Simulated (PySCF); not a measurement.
**RuOOH: structure of the sextet**

The task is one start of a wider search on RuOOH: the sextet, from a linear start. It is relaxed, tested by its Hessian and followed downhill if it is a saddle.

Method: PBE0, basis Ru def2-TZVP with ECP28, O def2-TZVP, H def2-TZVP, scalar-relativistic core potentials, no spin–orbit coupling, density fitting; program: PySCF 2.14.0.

## Step 1: Where the work starts

4 atoms, charge 0, spin multiplicity 6.

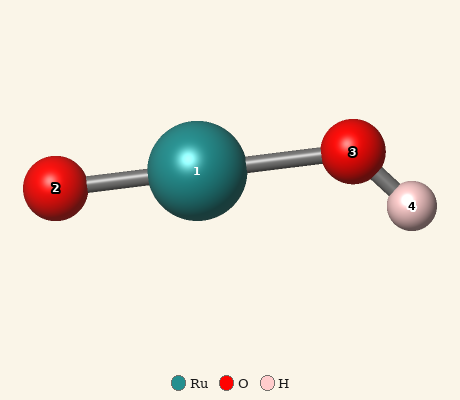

Start geometry, drawn with ruthenium teal, oxygen red, hydrogen pink; atoms are numbered from 1 in the order of the file.

```xyz
4
charge 0 multiplicity 6
Ru    0.0000    0.0000    0.0000
O     0.0000    0.0000    1.7100
O     0.0000    0.0000   -1.8800
H     0.7354    0.0000   -2.4971
```

## Step 2: Finding the electronic state

The steps below are one call of a driver around PySCF. For each, scf.py gives the equivalent set-up of the SCF; relaxations use the driver's own optimiser. After this first run the driver tries any further starts and a stability analysis.

scf.py reads:

```python
from pyscf import gto, scf, dft
mol = gto.M(atom='''
Ru     0.000000     0.000000     0.000000
O      0.000000     0.000000     1.710000
O      0.000000     0.000000    -1.880000
H      0.735400     0.000000    -2.497100''',
    basis={'Ru': 'def2-TZVP', 'O': 'def2-TZVP', 'H': 'def2-TZVP'},
    ecp={'Ru': 'def2-TZVP'},
    charge=0, spin=5)
mf = dft.UKS(mol, xc='PBE0')
mf.grids.atom_grid = (50, 194)
aux = {'Ru': 'def2-universal-JKFIT', 'O': 'def2-universal-JKFIT', 'H': 'def2-universal-JKFIT'}
mf = mf.density_fit(auxbasis=aux)
mf.conv_tol = 1e-08
mf.diis_space = 10
mf.max_cycle = 60
mf.init_guess = 'minao'
mf.verbose = 4
mf.kernel()
```

Started as:

```bash
$ OMP_NUM_THREADS=4 python axn.py task.json out
```

After this run come: Relaxing the sextet from the linear start; Hessian and properties.

Before running it: what results should come out? Wanted: minimum; geometry; wavenumbers; dipole moment; highest occupied, lowest empty level; polar-tensor charge of Ru1; zero-point energy; atomisation energy; ⟨S²⟩.

As calculated:

| quantity | value |
| --- | --- |
| minimum | sextet, Cs |
| geometry | O–H 0.959 Å, Ru–O 1.756 Å, Ru–O 1.944 Å; H–O–Ru 123.8°, O–Ru–O 149.0° |
| wavenumbers (cm⁻¹) | 120 (a'), 156 (a''), 558 (a'), 624 (a'), 855 (a'), 3914 (a') |
| dipole moment | 1.62 D |
| highest occupied, lowest empty level (either spin) | -6.77, -4.15 eV |
| polar-tensor charge of Ru1 | +1.10 e |
| zero-point energy | 37.2 kJ/mol |
| entropy at 298.15 K | 309.4 J/(mol K) |
| atomisation energy (no zero-point energy) | 1137 kJ/mol |
| ⟨S²⟩ | 8.765 |

In words: The molecule stays Cs, as typed, and the end point is a minimum. In the infrared the band at 558 cm⁻¹ (a') leads. Most of the spin sits on Ru1 (Mulliken spin 3.83, against 5 for the whole molecule). Only this shape and spin were tried, so other structures or states may lie lower. One determinant may miss the lowest occupation of an open d or f shell.
